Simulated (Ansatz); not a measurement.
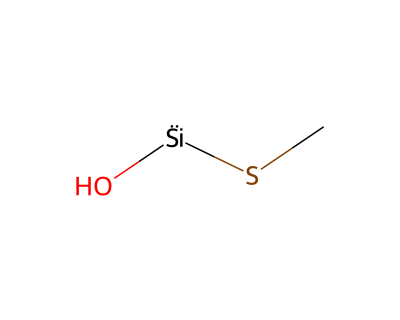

2D structure.

Question: Transcribe the drawing into SMILES.

Answer: CS[Si]O

Question: Give the formula, hydrogens included.

Answer: CH4OSSi.

Question: An optimisation with PBE0-D4/def2-TZVP gave a structure of which point group?

Answer: Cs. Other conformers may differ.

The parts below concern this one geometry. Atoms keep their numbers from picture to picture. The geometry was computed by an optimisation with PBE0-D4/def2-TZVP.

## Shape

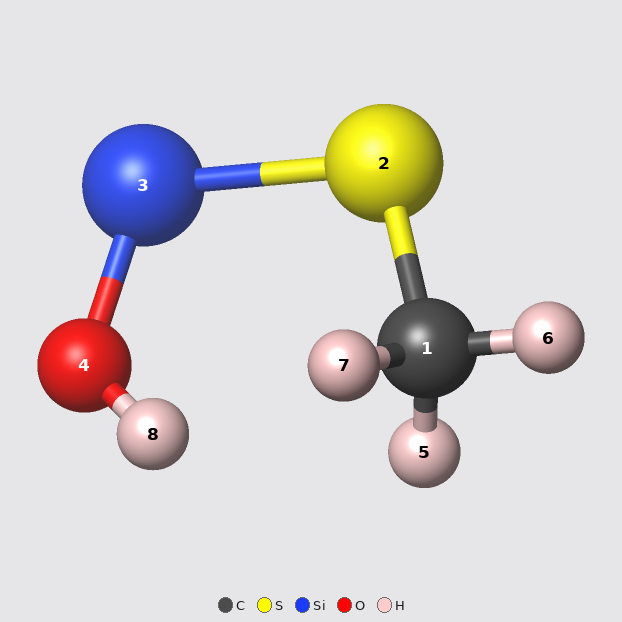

The atoms are numbered.

What are the angles S2–C1–H6, S2–C1–H5, H5–C1–H7, H5–C1–H6, C1–S2–Si3, S2–Si3–O4, Si3–O4–H8?

```tsv
angle	degrees
S2–C1–H6	107.4
S2–C1–H5	111.2
H5–C1–H7	110.5
H5–C1–H6	108.2
C1–S2–Si3	107.1
S2–Si3–O4	103.8
Si3–O4–H8	121.8
```

## Levels of theory compared

Program: Ansatz 0.2.0.

At this fixed geometry, give HOMO energy (eV), HOMO–LUMO gap (eV), dipole (D) at these levels: B3LYP-D4/def2-TZVPP; PBE-D4/def2-TZVPP; r2SCAN-D4/def2-TZVPP; ωB97M-V/def2-TZVPP.

```json
{"level": "B3LYP-D4/def2-TZVPP", "HOMO energy (eV)": "−6.65", "HOMO–LUMO gap (eV)": "4.95", "dipole (D)": "2.68"}
{"level": "PBE-D4/def2-TZVPP", "HOMO energy (eV)": "−5.77", "HOMO–LUMO gap (eV)": "3.47", "dipole (D)": "2.82"}
{"level": "r2SCAN-D4/def2-TZVPP", "HOMO energy (eV)": "−5.96", "HOMO–LUMO gap (eV)": "3.75", "dipole (D)": "2.98"}
{"level": "ωB97M-V/def2-TZVPP", "HOMO energy (eV)": "−8.89", "HOMO–LUMO gap (eV)": "9.33", "dipole (D)": "2.59"}
```

## Charges

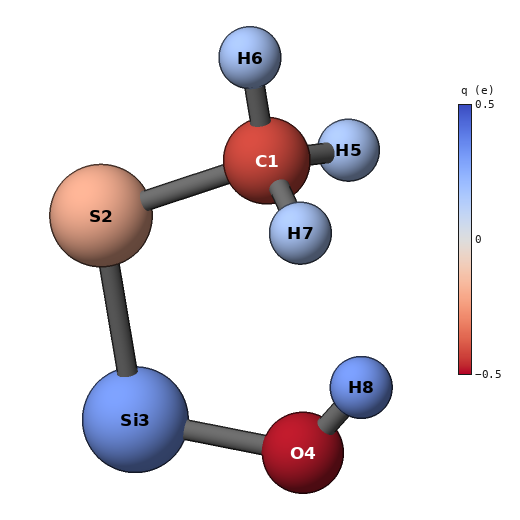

Atoms are coloured by their Mulliken charges. Properties computed with RKS PBE0-D4/def2-TZVP (Ansatz 0.2.0).

List the Mulliken charges.

```tsv
atom	value (e)
C1	−0.41
S2	−0.19
Si3	0.30
O4	−0.48
H5	0.15
H6	0.16
H7	0.15
H8	0.31
```

## Thermal motion

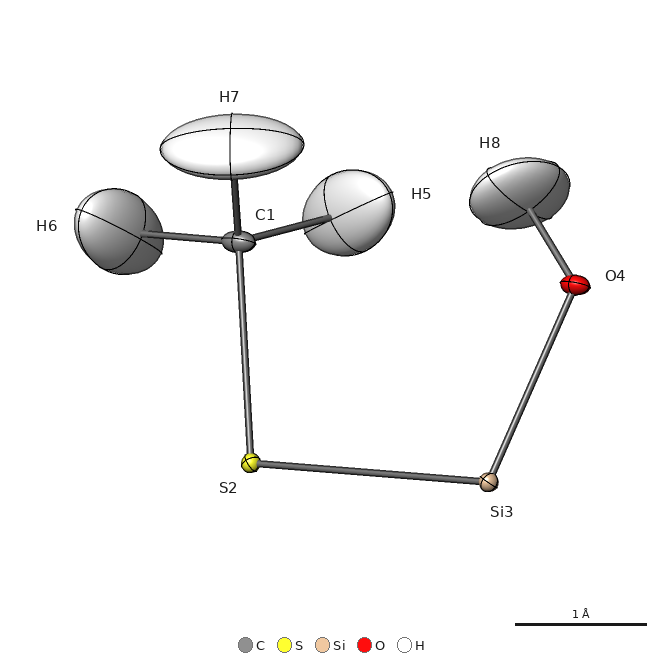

Displacement ellipsoids at the 50 % level, enlarged 1.5 times, from the internal vibrations of the free molecule (harmonic, no overall translation or rotation; no half-axis is drawn under 0.075 Å). Vibrations computed with RKS PBE0-D4/def2-TZVP (Ansatz 0.2.0). Temperature: 0 K (zero-point motion alone).

Give the displacement parameters, one line for each set of equivalent atoms.

```tsv
atom	U_eq (Å²)	rms amplitudes (Å)
C1	0.0024	0.036, 0.043, 0.062
S2	0.00075	0.020, 0.030, 0.031
Si3	0.00089	0.021, 0.031, 0.036
O4	0.0018	0.030, 0.042, 0.054
H5, H7	0.0270	0.082, 0.137, 0.236
H6	0.0288	0.091, 0.133, 0.245
H8	0.0250	0.076, 0.161, 0.208
```

Mulliken values depend strongly on the basis set and can even reverse the polarity of a bond.
